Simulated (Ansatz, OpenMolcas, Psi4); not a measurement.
# A ladder of methods for BBrF2 (SMILES FB(F)Br)

BBrF2 has 4 atoms, charge 0, and is taken as a singlet. As SMILES, `FB(F)Br`. The shape is that of a PBE0-D4/def2-TZVP optimisation.

Quantity: the HOMO–LUMO gap, in eV. The values are calculated.

```csv
level,kind,program,value (eV),CPU time
BLYP/aug-cc-pVDZ,GGA,Ansatz,6.13,9.3 s
TPSS/aug-cc-pVDZ,meta-GGA,OpenMolcas,6.43,46 s
r2SCAN/aug-cc-pVDZ,meta-GGA,Ansatz,6.96,16 s
BHLYP/aug-cc-pVDZ,global hybrid,Ansatz,10.46,12 s
CAM-B3LYP/aug-cc-pVDZ,range-separated hybrid,Ansatz,10.73,11 s
HSE06/aug-cc-pVDZ,range-separated hybrid,Psi4,7.77,28 s
wB97X/aug-cc-pVDZ,range-separated hybrid,Ansatz,12.87,33 s
B2PLYP/aug-cc-pVDZ,double hybrid,Ansatz,10.56,14 s
```

All-electron rows without a relativistic Hamiltonian named are non-relativistic. The values span 6.13 to 12.87 eV. Orbital gaps aren't excitation energies, and those of double hybrids come from the SCF part alone; they tend to grow with the share of exact exchange. CPU times are rough (shared hosts, several kinds of processor and program).

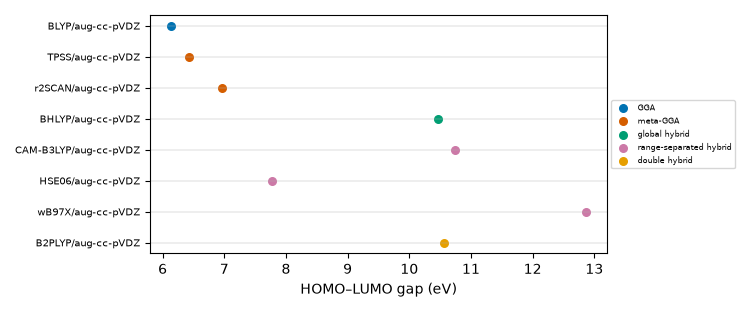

The values of the table, level by level.
